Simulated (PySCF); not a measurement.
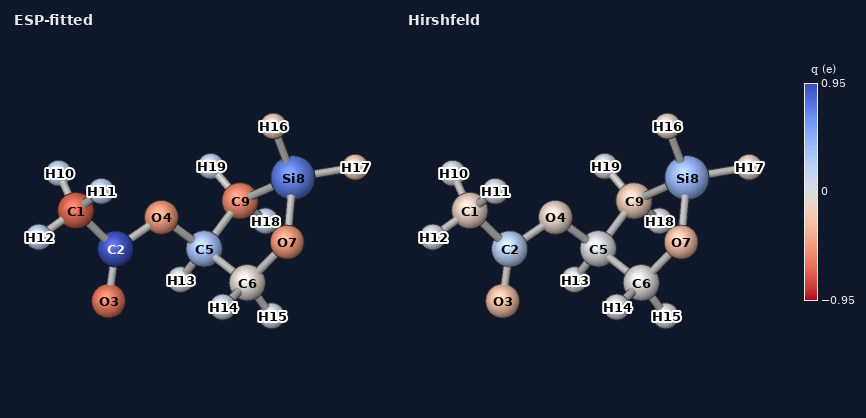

Atomic charges of one calculation by 2 schemes, on one colour scale. The geometry was computed by an optimisation with PBE0-D3(BJ)/def2-SVP. No frequency run is at hand to confirm it as a minimum. Computed with PBE0/pcSseg-1 (PySCF 2.14.0).

### Which scheme gives the most polar picture (largest mean size of the charges)?

The ESP-fitted charges are the largest in size here.

### On which atom do the schemes disagree most?

On C2 (from 0.22 to 0.91 e).

List the charges (e), one line for each set of equivalent atoms.

| atom | ESP-fitted | Hirshfeld |
| --- | --- | --- |
| C1 | −0.67 | −0.12 |
| C2 | 0.91 | 0.22 |
| O3 | −0.59 | −0.26 |
| O4 | −0.45 | −0.09 |
| C5 | 0.31 | 0.04 |
| C6 | −0.04 | 0.00 |
| O7 | −0.45 | −0.25 |
| Si8 | 0.71 | 0.40 |
| C9 | −0.54 | −0.17 |
| H10 | 0.18 | 0.06 |
| H11 | 0.19 | 0.06 |
| H12 | 0.18 | 0.06 |
| H13 | 0.04 | 0.04 |
| H14 | 0.11 | 0.04 |
| H15 | 0.08 | 0.04 |
| H16 | −0.14 | −0.08 |
| H17 | −0.14 | −0.08 |
| H18 | 0.15 | 0.05 |
| H19 | 0.15 | 0.04 |
